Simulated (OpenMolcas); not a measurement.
# CH3BFNO (SMILES NC1(F)BO1) at 6 levels

Aim: a comparison of 6 runs (B2PLYP/6-31G*, PBE/6-31G*, TPSS/6-31G*, r2SCAN/6-31G*, B3LYP/6-31G*, CCSD(T)/6-31G*) of CH3BFNO. 

The results are computed with OpenMolcas 26.06.

1 further run of the same task is left out (set aside as unsound or not needed).

## Step 1: The structure to begin with

The species is CH3BFNO (8 atoms), meant as a singlet with charge 0. SMILES: `NC1(F)BO1`. One bond was lengthened or shortened from a relaxed shape.

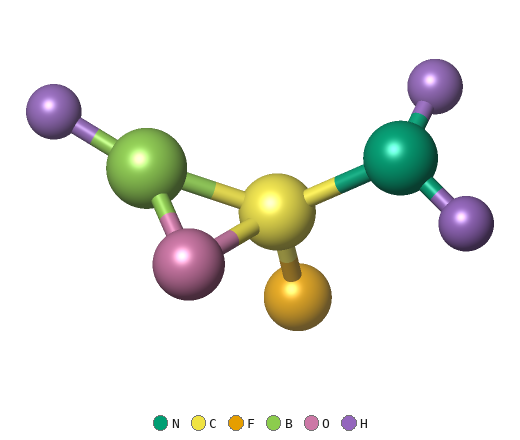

The structure, seen from a chosen angle (nitrogen teal, carbon yellow, fluorine amber, boron green, oxygen pink, hydrogen purple).

## Step 2: A single-point energy at B2PLYP/6-31G(d) (spherical functions) (run 1)

File mol.inp:

```
>>> EXPORT MOLCAS_PRINT=2
&GATEWAY
BASLIB=$CurrDir
COORD
8
bohr
N     -0.95200245     2.51309386     0.48328234
C      0.10223418    -0.11565124    -0.54726469
F      0.23073556    -0.25076666    -3.13373283
B      0.63797154    -2.47024999     0.97339793
O      2.54527212    -0.89384046     0.48244708
H     -2.85779124     2.55410092     0.53392700
H     -0.27982687     4.01202462    -0.50088703
H      0.33485947    -4.42781728     2.00670017
BASIS=6-31Gs
GROUP=NoSym
&SEWARD
GRIDINPUT
Grid=UltraFine
End of Grid
&SCF
KSDFT=B2PLYP_SCF
THRESHOLDS=1e-10 1e-07 1e-07 1e-05
PRORBITALS=1 1
&MBPT2
FROZEN=5
```

The basis set 6-31G* is read from a file made from the Basis Set Exchange's data (not shown).

Started as:

```console
$ export MOLCAS_MEM=1860
$ pymolcas mol.inp > mol.log
```

Log:

```text
--- Start Module: gateway ---
[...]
--- Stop Module: gateway /rc=_RC_ALL_IS_WELL_ ---
[...]
      Basis functions           76
[...]
--- Start Module: scf ---
[...]
       Convergence after  15 Iterations
[...]
::    Total KS-DFT energy                            -294.0249657208
[...]
      Total spin, S                                     0.0000000000
[...]
      Total electronic charge=   38.000000
      Total            charge=   -0.000000
[...]
      Dipole Moment (debye):
      Origin of the operator (angstrom)=    0.2623   -0.0726   -0.2740
                   X= -1.8588E+00               Y= -7.5884E-02               Z=  2.6561E-01           Total=  1.8792E+00
      Quadrupole Moment (debye*angstrom):
[...]
--- Stop Module: scf /rc=_RC_ALL_IS_WELL_ ---
[...]
--- Start Module: mbpt2 ---
[...]
 ###    WARNING: MP2 implementation intended for RHF references only         ###
 ###############################################################################
MBPT2 WARNING: Reference function according to RunFile:KS-DFT
I'll assume you know what you're doing and continue
WARNING!
Default frozen orbitals as non valence orbitals is overwritten by user input.
Default values:   5
[...]
       Reference weight ( Cref**2 )         =        0.75081
::    Total MBPT2 energy                             -294.8998474103
[...]
      Total MBPT2 calculations                           0.37      0.43
--- Stop Module: mbpt2 /rc=_RC_ALL_IS_WELL_ ---
[...]
```

It took 34 s on 1 thread of AMD EPYC 7R43 (Zen 3), shared host; peak memory 0.43 GiB.

## Step 3: The energy at PBE/6-31G(d) (spherical functions) (run 2)

File run.input:

```
* CH3BFNO Kohn-Sham DFT

&GATEWAY
  BasLib=$CurrDir
  Coord
  8
  angstrom
  N       -0.503778       1.329872       0.255742
  C        0.054100      -0.061200      -0.289600
  F        0.122100      -0.132700      -1.658300
  B        0.337600      -1.307200       0.515100
  O        1.346900      -0.473000       0.255300
  H       -1.512278       1.351572       0.282542
  H       -0.148078       2.123072      -0.265058
  H        0.177200      -2.343100       1.061900
  Basis=6-31Gs
  Group=NoSym

&SEWARD
  GridInput
  Grid=UltraFine
  End of Grid

&SCF
  KSDFT=PBE
  Thresholds=1e-10 1e-07 1e-07 1e-05
  PrOrbitals=0
```

The basis set 6-31G* is read from a file made from the Basis Set Exchange's data (not shown).

Started as:

```console
$ export MOLCAS_MEM=1860
$ pymolcas run.input > run.log
```

Log:

```text
--- Start Module: gateway ---
[...]
--- Stop Module: gateway /rc=_RC_ALL_IS_WELL_ ---
--- Start Module: seward ---
[...]
      Basis functions           76
--- Stop Module: seward /rc=_RC_ALL_IS_WELL_ ---
[...]
--- Start Module: scf ---
[...]
       Convergence after  16 Iterations
[...]
::    Total KS-DFT energy                            -294.2109542436
[...]
      Total spin, S                                     0.0000000000
[...]
      Total electronic charge=   38.000000
      Total            charge=   -0.000000
[...]
      Dipole Moment (debye):
      Origin of the operator (angstrom)=    0.2623   -0.0726   -0.2740
                   X= -1.4795E+00               Y=  2.1404E-01               Z= -1.3711E-02           Total=  1.4949E+00
      Quadrupole Moment (debye*angstrom):
[...]
--- Stop Module: scf /rc=_RC_ALL_IS_WELL_ ---
[...]
```

Wall time 39 s (1 thread of AMD EPYC 7R43 (Zen 3), shared host); peak memory 0.43 GiB.

Runs 3 to 5 aren't shown in full; the table further down has their settings and results.

## Step 4: The energy at CCSD(T)/6-31G(d) (spherical functions) (run 6)

File test.inp:

```
* CH3BFNO CCSD(T)

&gateway
  baslib=$CurrDir
  coord
  8
  angstrom
  N       -0.503778       1.329872       0.255742
  C        0.054100      -0.061200      -0.289600
  F        0.122100      -0.132700      -1.658300
  B        0.337600      -1.307200       0.515100
  O        1.346900      -0.473000       0.255300
  H       -1.512278       1.351572       0.282542
  H       -0.148078       2.123072      -0.265058
  H        0.177200      -2.343100       1.061900
  basis=6-31Gs
  group=NoSym

&seward

&scf
  thresholds=1e-10 1e-07 1e-07 1e-05
  prorbitals=1 2

&rasscf
  fileorb=$Project.ScfOrb
  spin=1
  nactel=0 0 0
  inactive=19
  ras2=0
  outorbitals=Canonical
  orblisting=Few

&motra
  jobiph
  frozen=5

&ccsdt
  cct
  triples=2
  iterations=80
  accuracy=1e-08
  extrapolation=5 4
```

The basis set 6-31G* is read from a file made from the Basis Set Exchange's data (not shown).

Started as:

```console
$ export MOLCAS_MEM=1860
$ pymolcas test.inp > test.log
```

Log:

```text
--- Start Module: gateway ---
[...]
--- Stop Module: gateway /rc=_RC_ALL_IS_WELL_ ---
[...]
      Basis functions           76
[...]
       Convergence after  15 Iterations
[...]
::    Total SCF energy                               -292.9999311142
[...]
      Total spin, S                                     0.0000000000
[...]
      Number of active orbitals                  0
[...]
      Spin quantum number                      0.0
[...]
      Active orbitals                            0
[...]
      Number of CSFs                             1
[...]
      Number of root(s) required                 1
[...]
      Convergence after  4 iterations
[...]
      Natural orbitals and occupation numbers for root  1
      ************************************************************************************************************************
      *                                                    Final results                                                     *
      ************************************************************************************************************************
[...]
::    RASSCF root number  1 Total energy:   -292.99993111
[...]
      Total electronic charge=   38.000000
      Total            charge=   -0.000000
[...]
      Dipole Moment (debye):
      Origin of the operator (angstrom)=    0.2623   -0.0726   -0.2740
                   X= -2.1244E+00               Y= -2.4499E-01               Z=  4.1314E-01           Total=  2.1780E+00
      Quadrupole Moment (debye*angstrom):
[...]
--- Start Module: motra ---
[...]
      *** WARNING: Default frozen orbitals is overwritten by user input.
      *** Default values:   5
[...]
--- Stop Module: motra /rc=_RC_ALL_IS_WELL_ ---
[...]
--- Start Module: ccsdt ---
[...]
      Convergence after                    17  Iterations
      Total energy (diff) :    -293.73548444       0.00000000
[...]
 METHOD                       : CCSD+T(CCSD)+<T3(1)WT1> = CCSD(T)
[...]
       CCSD     =      -293.7354844397233
[...]
--- Stop Module: ccsdt /rc=_RC_ALL_IS_WELL_ ---
[...]
```

It took 78 s on 1 thread of AMD EPYC 7R43 (Zen 3), shared host; peak memory 0.43 GiB.

## Step 5: All runs side by side

```
run                                 level  frozen core orbitals  Cartesian functions  energy (Eh)  dipole moment (D) of the reference  HOMO energy (eV)  LUMO energy (eV)  wall time
  1   B2PLYP/6-31G* (spherical functions)                     5                   no  -294.261184                                1.88             -9.02              1.06       34 s
  2      PBE/6-31G* (spherical functions)                     –                   no  -294.210954                                1.49             -5.78             -1.45       39 s
  3     TPSS/6-31G* (spherical functions)                     –                   no  -294.573842                                1.55             -5.92             -1.28       55 s
  4   r2SCAN/6-31G* (spherical functions)                     –                   no  -294.385064                                1.63             -6.22             -1.16       47 s
  5    B3LYP/6-31G* (Cartesian functions)                     –                  yes  -294.539987                                1.66             -7.16             -0.64       44 s
  6  CCSD(T)/6-31G* (spherical functions)                     5                   no  -293.757251                                2.18            -11.55              3.47       78 s
```

## Step 6: Summary of results

```
                                          quantity          value
                               run 6: total energy  -293.75725 Eh
         run 6: dipole moment (mean-field density)         2.18 D
        run 6: HOMO energy (Hartree–Fock orbitals)      -11.55 eV
        run 6: LUMO energy (Hartree–Fock orbitals)        3.47 eV
      run 6: HOMO–LUMO gap (Hartree–Fock orbitals)       15.02 eV
run 6: correlation energy (5 core orbitals frozen)     -757.3 mEh
                             run 6: (T) correction     -21.77 mEh
```

**Reading.** Over runs 1, 2, 3, 4, 5 the dipole moment (its size) runs from 1.49 D (PBE/6-31G*) to 1.88 D (B2PLYP/6-31G*). A double hybrid's value is that of its SCF part. Over runs 1, 2, 3, 4, 5 the HOMO–LUMO gap runs from 4.33 eV (PBE/6-31G*) to 10.08 eV (B2PLYP/6-31G*). For B2PLYP the log adds the whole second-order term; the table takes 0.27 of it, as the functional is defined. Totals of different functionals can't be ranked against each other. All runs together took 5 min, the longest 78 s.
